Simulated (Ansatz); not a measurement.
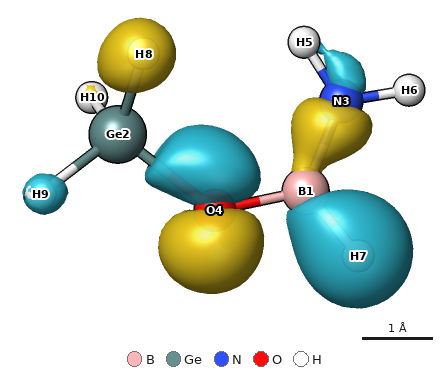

Figure. BGeH6NO. The HOMO−1 at ±0.15 Å⁻³ᐟ² (yellow and cyan are the two phases), seen at a tilt.

Geometry: B3LYP-D3(BJ)/def2-SVP.

Level of theory: Ansatz, isolated molecule in a Gaussian basis; Kohn-Sham density functional theory, functional PBE0.

```xyz
10

B    -2.3499   -0.0624   -3.4531
Ge   -0.3754   -0.3867   -1.3899
N    -2.8421    1.1713   -2.9825
O    -1.3259   -0.7539   -2.8645
H    -2.4760    1.6790   -2.1852
H    -3.5969    1.6535   -3.4534
H    -2.8615   -0.5470   -4.4386
H     0.0916    1.0861   -1.4370
H     0.8176   -1.3522   -1.4231
H    -1.2653   -0.6243   -0.1523
```

Q: What is the character of this orbital?

A: Its weight (Hirshfeld) is mainly on O4 (about 40 %), H7 (about 15 %), B1 (about 15 %), Ge2 (about 10 %) and N3 (about 5 %). Its energy is −8.50 eV.
